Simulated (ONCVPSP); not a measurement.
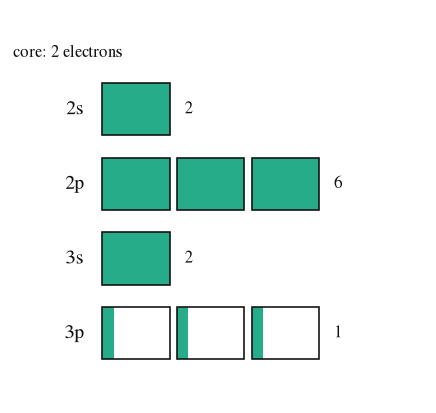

The valence shells of the reference configuration: a box for each of the 2l + 1 orbitals, shaded by the share of the shell that is filled, with the electron count at the right.

# Si: pseudopotential generation

- system: silicon (Si, Z = 14), core [He], reference valence 2s2 2p6 3s2 3p1 (an ion of charge +1), valence charge 12.
- method: ONCV potential, PBE, scalar-relativistic, made with ONCVPSP 4.0.1

## The input
```
# ATOM AND REFERENCE CONFIGURATION
# atsym  z   nc   nv     iexc    psfile
  Si 14.00    1    4        4      upf
#
#   n    l    f
    1    0    2.00
    2    0    2.00
    2    1    6.00
    3    0    2.00
    3    1    1.00
#
# PSEUDOPOTENTIAL AND OPTIMIZATION
# lmax
    2
#
#   l,   rc,      ep,       ncon, nbas, qcut
    0    1.05    0.00    4    8   10.70
    1    1.10    0.00    5    9   13.40
    2    1.15    0.10    4    7    7.10
#
# LOCAL POTENTIAL
# lloc, lpopt,  rc(5),   dvloc0
    4    4    1.05    6.00
#
# VANDERBILT-KLEINMAN-BYLANDER PROJECTORs
# l, nproj, debl
    0    2    2.20
    1    2    1.80
    2    2    2.00
#
# MODEL CORE CHARGE
# icmod, fcfact, rcfact
    3    4.00    1.80
#
# LOG DERIVATIVE ANALYSIS
# epsh1, epsh2, depsh
   -7.00    5.00    0.04
#
# OUTPUT GRID
# rlmax, drl
    6.00    0.01
#
# TEST CONFIGURATIONS
# ncnf
    4
# nvcnf
#   n    l    f
    4
    2    0    2.00
    2    1    6.00
    3    0    2.00
    3    1    2.00
#
    4
    2    0    2.00
    2    1    6.00
    3    0    2.00
    3    1    0.00
#
    4
    2    0    2.00
    2    1    6.00
    3    0    1.00
    3    1    0.00
#
    4
    2    0    2.00
    2    1    6.00
    3    0    2.00
    3    1    1.50
#
```

Command:
```bash
oncvpsp.x < Si.dat > Si.out
```

## Output (extracts)
```
ONCVPSP  (Optimized Norm-Conservinng Vanderbilt PSeudopotential)
scalar-relativistic version 4.0.1

#   n    l    f        energy (Ha)
    1    0    2.00    -6.5987893E+01
    2    0    2.00    -5.4757043E+00
    2    1    6.00    -3.8614640E+00
    3    0    2.00    -6.9950321E-01
    3    1    1.00    -4.2834919E-01

Reference configufation results
  iterations    25
  all-electron total energy (Ha)   -2.89552380D+02

Begin loop to  construct optimized pseudo wave functions
and semi-local pseudopoentials for all angular momenta

Calculating optimized projector #   1

 for l=   0

    Fraction of norm inside rc  0.955604
    Optimizing pswf for qcut=  10.69 a_B^-1,  ecut=  57.11 Ha
    Residual kinetic energy error=  1.24D-07 Ha

    Energy error per electron        Cutoff
         Ha          eV             Ha
         0.01000     0.27211       24.78
         0.00100     0.02721       32.83
         0.00010     0.00272       40.13
         0.00001     0.00027       46.24

Calculating optimized projector #   2

 for l=   0

    Fraction of norm inside rc  0.062356
    Optimizing pswf for qcut=  10.69 a_B^-1,  ecut=  57.11 Ha
    Residual kinetic energy error=  1.52D-06 Ha

    Energy error per electron        Cutoff
         Ha          eV             Ha
         0.01000     0.27211       18.11
         0.00100     0.02721       24.95
         0.00010     0.00272       30.80
         0.00001     0.00027       40.50

Calculating optimized projector #   1

 for l=   1

    Fraction of norm inside rc  0.959064
    Optimizing pswf for qcut=  13.42 a_B^-1,  ecut=  90.03 Ha
    Residual kinetic energy error=  2.26D-05 Ha

    Energy error per electron        Cutoff
         Ha          eV             Ha
         0.01000     0.27211       63.75
         0.00100     0.02721       74.88
         0.00010     0.00272       83.83
         0.00001     0.00027      134.98

Calculating optimized projector #   2

 for l=   1

    Fraction of norm inside rc  0.047594
    Optimizing pswf for qcut=  13.42 a_B^-1,  ecut=  90.03 Ha
    Residual kinetic energy error=  1.44D-05 Ha

    Energy error per electron        Cutoff
         Ha          eV             Ha
         0.01000     0.27211       52.42
         0.00100     0.02721       68.63
         0.00010     0.00272       80.83
         0.00001     0.00027       94.21

   Wellstate for l =  2  n =  3
     eigenvalue =   0.1000
     asymptotic potential =   0.6000
     half-point radius =  3.1160

   Wellstate for l =  2  n =  4
     eigenvalue =   2.1000
     asymptotic potential =   2.6000
     half-point radius =  2.4380

Calculating optimized projector #   1

 for l=   2

    Fraction of norm inside rc  0.060574
    Optimizing pswf for qcut=   7.10 a_B^-1,  ecut=  25.22 Ha
    Residual kinetic energy error=  9.52D-04 Ha

    Energy error per electron        Cutoff
         Ha          eV             Ha
         0.01000     0.27211       14.17
         0.00100     0.02721       25.06
         0.00010     0.00272       95.52
         0.00001     0.00027      126.21

Calculating optimized projector #   2

 for l=   2

    Fraction of norm inside rc  0.153148
    Optimizing pswf for qcut=   7.10 a_B^-1,  ecut=  25.22 Ha
    Residual kinetic energy error=  7.61D-03 Ha

    Energy error per electron        Cutoff
         Ha          eV             Ha
         0.01000     0.27211       23.98
         0.00100     0.02721       34.03
         0.00010     0.00272       84.74
         0.00001     0.00027      170.20

Construct Vanderbilt / Kleinmman-Bylander projectors

B matrix Hermiticity error, ll=   0
   1   2    5.2645E-04

  Orthonormal projector coefficients -9.6885E+00 -2.0370E+00

B matrix Hermiticity error, ll=   1
   1   2    2.7807E-04

  Orthonormal projector coefficients -2.2551E+01 -7.1081E+00

B matrix Hermiticity error, ll=   2
   1   2    4.3942E-05

  Orthonormal projector coefficients -1.5816E+01 -4.9105E+00

Model core correction analysis
  based on d2Exc/dn_idn_j

d2excae - all-electron derivatives

   -8.410680D-02   -7.556139D-02   -5.211363D-03   -2.916870D-03
   -7.556277D-02   -8.189128D-02   -5.515285D-03   -3.926902D-03
   -5.210593D-03   -5.514698D-03   -4.374963D-02   -3.759352D-02
   -2.916763D-03   -3.926887D-03   -3.759150D-02   -3.714779D-02

d2excps - pseudofunction derivatives with no core correction

   -8.824158D-02   -7.754708D-02   -6.166481D-03   -3.534807D-03
   -7.754782D-02   -8.010314D-02   -5.331436D-03   -3.735980D-03
   -6.166991D-03   -5.330841D-03   -4.383661D-02   -3.761453D-02
   -3.534832D-03   -3.735987D-03   -3.761252D-02   -3.713746D-02

rms 2nd derivative error    1.390078E-03

rmatch, rhocmatch    0.1956   99.6157

Teter function model core charge with specified parameters

d2excps - pseudofunction derivatives with core correction

   -7.399659D-02   -7.402170D-02   -4.808913D-03   -3.248426D-03
   -7.402082D-02   -7.896977D-02   -4.966354D-03   -3.601094D-03
   -4.808027D-03   -4.965734D-03   -4.370905D-02   -3.758731D-02
   -3.248296D-03   -3.601103D-03   -3.758529D-02   -3.712597D-02

rms 2nd derivative error    2.702555E-03

Pseudoatom total energy  -99.381287

Diagnostic tests using Vanderbilt-Kleinman-Bylander pseudopotentials
  1 or more projectors used as specified by nproj input data

   l    rcore       rmatch      e in        delta e   norm test  slope test

   0   1.0504341   1.0823275  -5.4757043   0.0000029   1.0002458   1.0002249
   0   1.0504341   1.0823275  -0.6995032   0.0000108   1.0000408   1.0000335

   1   1.1019266   1.1353834  -3.8614640  -0.0000024   1.0001908   1.0001915
   1   1.1019266   1.1353834  -0.4283492   0.0000117   1.0000507   1.0000434

   2   1.1559432   1.1910402   0.1000000   0.0000316   1.0000818   1.0000818
   2   1.1559432   1.1910402   2.1000000   0.0000471   1.0001516   1.0001516

 Testing for bound ghosts
   n   l    E NL Schr. Eq   E Basis Diag.   E Cutoff

   1   0       -5.475701       -5.475694    239.18
   2   0       -0.699492       -0.536701    239.18

   2   1       -3.861466       -3.861417    326.58
   3   1       -0.428337       -0.218652    326.58

 Testing for highly-localized positive-energy ghosts
       l    <radius>/rc     E Basis Diag.   E Cutoff

Test configuration 0

   n   l     f        eae           eps        diff
   1   0  2.0000  -65.98789348
   2   0  2.0000   -5.47570426   -5.47570134    2.91D-06
   2   1  6.0000   -3.86146401   -3.86146642   -2.41D-06
   3   0  2.0000   -0.69950321   -0.69949243    1.08D-05
   3   1  1.0000   -0.42834919   -0.42833749    1.17D-05

    Total energies and differences
      AE_ref= -2.89552380D+02  AE_tst= -2.89552380D+02  dif=  0.00D+00
      PS_ref= -9.93812869D+01  PS_tst= -9.93812869D+01  dif= -1.04D-11
      PSP excitation error=  1.04D-11

Test configuration 1

   n   l     f        eae           eps        diff
   1   0  2.0000  -65.63199305
   2   0  2.0000   -5.12654738   -5.12679642   -2.49D-04
   2   1  6.0000   -3.51173570   -3.51273828   -1.00D-03
   3   0  2.0000   -0.39736459   -0.39734670    1.79D-05
   3   1  2.0000   -0.14998149   -0.14998873   -7.24D-06

    Total energies and differences
      AE_ref= -2.89552380D+02  AE_tst= -2.89836820D+02  dif= -2.84D-01
      PS_ref= -9.93812869D+01  PS_tst= -9.96657445D+01  dif= -2.84D-01
      PSP excitation error=  1.73D-05

Test configuration 2

   n   l     f        eae           eps        diff
   1   0  2.0000  -66.43699071
   2   0  2.0000   -5.90942986   -5.90916254    2.67D-04
   2   1  6.0000   -4.29635628   -4.29440726    1.95D-03
   3   0  2.0000   -1.04868596   -1.04864748    3.85D-05

    Total energies and differences
      AE_ref= -2.89552380D+02  AE_tst= -2.88964655D+02  dif=  5.88D-01
      PS_ref= -9.93812869D+01  PS_tst= -9.87935945D+01  dif=  5.88D-01
      PSP excitation error=  3.29D-05

Test configuration 3

   n   l     f        eae           eps        diff
   1   0  2.0000  -67.01663042
   2   0  2.0000   -6.46352154   -6.46607235   -2.55D-03
   2   1  6.0000   -4.85157200   -4.84959898    1.97D-03
   3   0  1.0000   -1.45115744   -1.45136185   -2.04D-04

    Total energies and differences
      AE_ref= -2.89552380D+02  AE_tst= -2.87716225D+02  dif=  1.84D+00
      PS_ref= -9.93812869D+01  PS_tst= -9.75450618D+01  dif=  1.84D+00
      PSP excitation error= -7.01D-05

Test configuration 4

   n   l     f        eae           eps        diff
   1   0  2.0000  -65.79727539
   2   0  2.0000   -5.28940404   -5.28952936   -1.25D-04
   2   1  6.0000   -3.67481114   -3.67541965   -6.09D-04
   3   0  2.0000   -0.54123268   -0.54122043    1.23D-05
   3   1  1.5000   -0.28211053   -0.28211605   -5.52D-06

    Total energies and differences
      AE_ref= -2.89552380D+02  AE_tst= -2.89729458D+02  dif= -1.77D-01
      PS_ref= -9.93812869D+01  PS_tst= -9.95583725D+01  dif= -1.77D-01
      PSP excitation error=  7.30D-06
```

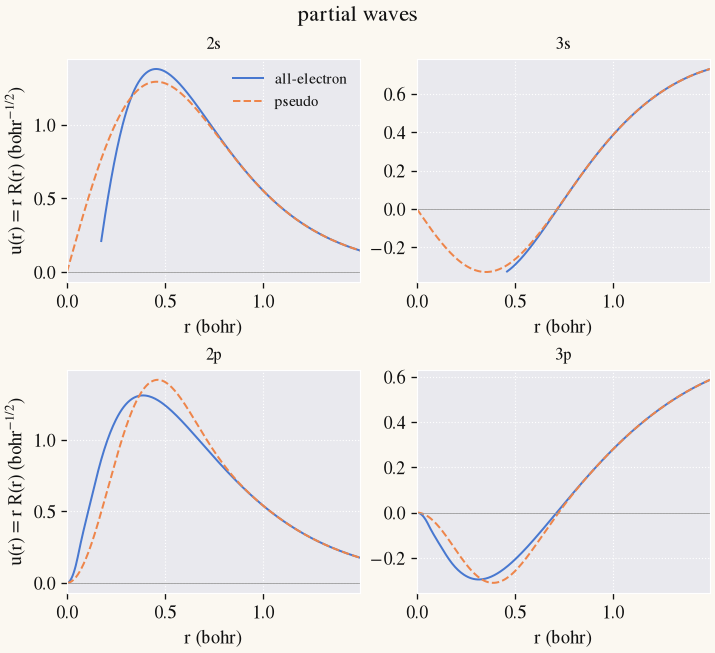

All-electron valence functions (solid) with their pseudo partners (dashed). The innermost oscillations of some all-electron curves aren't drawn. Reference configuration 2s2 2p6 3s2 3p1.

- Matching radii: 2s at 1.05 bohr; 3s at 1.05 bohr; 2p at 1.10 bohr; 3p at 1.10 bohr. The curves merge smoothly, so the plot gives these only roughly.
- Nodes of the pseudo-waves: 2s has no node; 3s has a node at about 0.7 bohr; 2p has no node; 3p has a node at about 0.7 bohr. A node in 3s and 3p is expected, since a lower shell of the same l is also in the valence and the two must stay orthogonal.
- Cutoffs needed: 75 Ha (loose) and 84 Ha (tight), as the cutoffs at which the residual kinetic energy of the hardest occupied pseudo-wave falls to 1 and 0.1 mHa per electron.

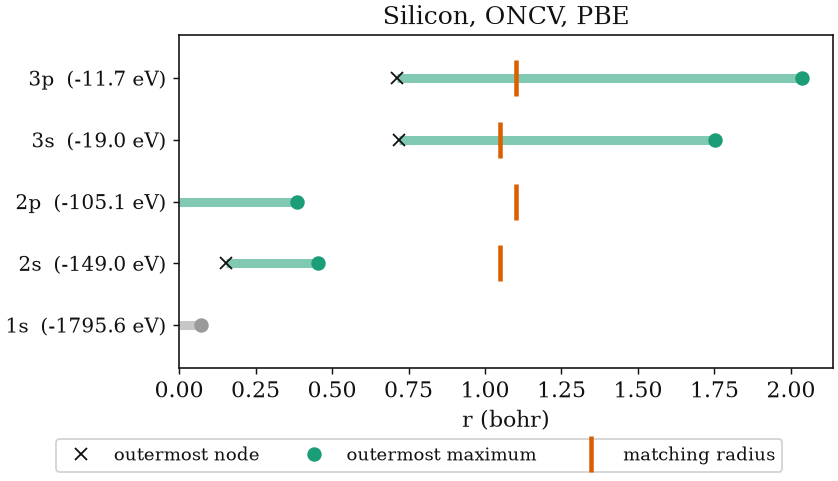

Outer shells of the all-electron reference atom: each bar runs from the outermost node (or the nucleus) to the outermost maximum of u(r); the tick is the radius chosen for the pseudo-wave. Shells without a tick have no pseudo-wave of their own. Levels, nodes and maxima are from ld1.x, scalar-relativistic.

- Radii against the shells: 2s: 1.05 bohr, outside the maximum; 2p: 1.10 bohr, outside the maximum; 3s: 1.05 bohr, between node and maximum; 3p: 1.10 bohr, between node and maximum.

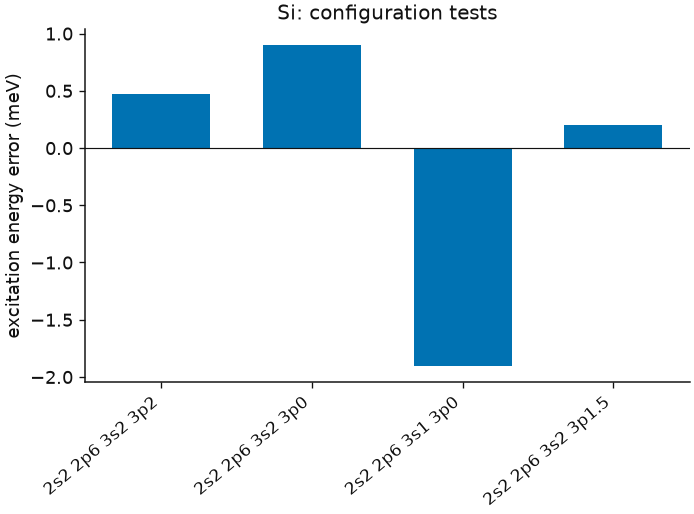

Errors, all-electron minus pseudo, of the energies of valence configurations relative to the unpolarised reference 2s2 2p6 3s2 3p1.

- Worst configuration: 2s2 2p6 3s1 3p0 (charge +3): the error is -1.9 meV on an all-electron energy of +49.96 eV relative to the reference, or 0.0038 %.
- Errors in meV: 2s2 2p6 3s2 3p2: +0.5; 2s2 2p6 3s2 3p0: +0.9; 2s2 2p6 3s1 3p0: -1.9; 2s2 2p6 3s2 3p1.5: +0.2.

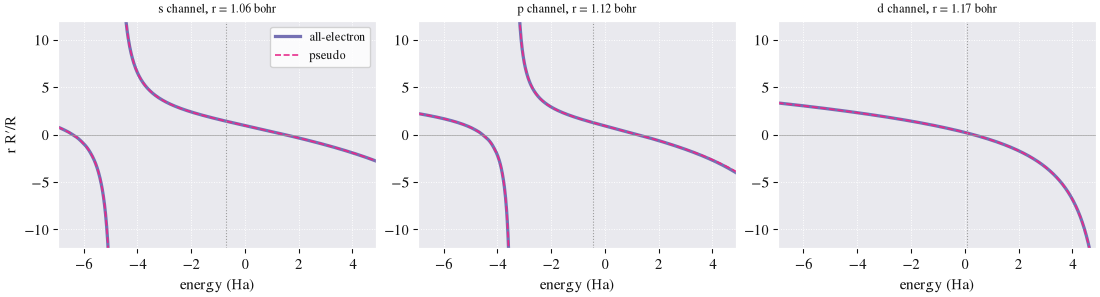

Logarithmic derivatives r R′/R at the test radius against energy, all-electron atom (solid) and pseudo-atom (dashed). Here R(r) is the radial function. The dotted line marks the reference energy of the channel. Not drawn: f: not judged.

- Zeros of the logarithmic derivative: s: all-electron -6.4 and 1.5 Ha, pseudo -6.4 and 1.5 Ha; p: all-electron -4.6 and 1.2 Ha, pseudo -4.6 and 1.2 Ha; d: all-electron 0.3 Ha, pseudo 0.3 Ha.
- Poles, where the radial function vanishes at the test radius: s: all-electron at -4.8 Ha, pseudo at -4.8 Ha; p: all-electron at -3.4 Ha, pseudo at -3.4 Ha; d: all-electron at no energy in the range, pseudo at no energy in the range.

## Key numbers

- outcome: generated
- cutoffs needed: 75 Ha and 84 Ha (the cutoffs at which the residual kinetic energy of the hardest occupied pseudo-wave falls to 1 and 0.1 mHa per electron)
- ghost test: no bound ghost flagged; no localised positive-energy state flagged
- largest excitation error: -1.9 meV (all-electron minus pseudo) for 2s2 2p6 3s1 3p0, out of 4 test configurations
- rms error of d²Exc/dni dnj: 1.39 mHa without and 2.70 mHa with the model core
- range over which the phases arctan(r R′/R) at the test radius agree within 0.05 rad (a looser test near the poles than one of phase shifts): s: over the whole range computed; p: over the whole range computed; d: over the whole range computed; f: not judged, local potential alone
- hardware: 1 CPU thread, shared host
- wall time: 3.3 s
